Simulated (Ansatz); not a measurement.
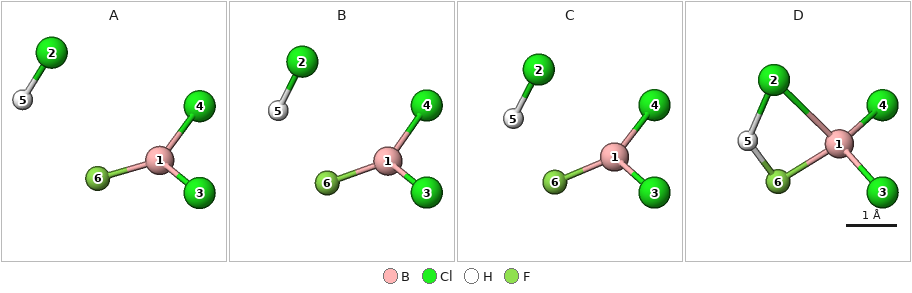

4 geometries from a converged minimum-energy path of BHCl$_{3}$F, made up of BCl3 and HF, shuffled. Style: ball-and-stick. Shown from a free direction.

All numbers below come from Ansatz, RKS CAM-B3LYP-D4/6-31G*. Run with 7 movable images; climbing image; force threshold 0.05 eV/Å; iteration limit 52; starting path through a guess of the saddle point.

Q: One of them is the converged climbing image. Which?

A: D. In order along the path, whose images run from 0 to 8: D (image 3, +53.7 kJ/mol), C (image 5, −50.1 kJ/mol), B (image 6, −77.5 kJ/mol), A (image 8, −86.9 kJ/mol). Breaking: B1–Cl2 (1.76 → 2.03 at the top → 3.41 Å), H5–F6 (0.94 → 1.17 at the top → 2.45 Å). Forming: B1–F6 (2.47 → 1.53 at the top → 1.32 Å), Cl2–H5 (2.72 → 1.57 at the top → 1.29 Å).

Limits of the set-up: the start holds two separate molecules, 2.5 Å apart at their closest, whose relative position is a soft coordinate.
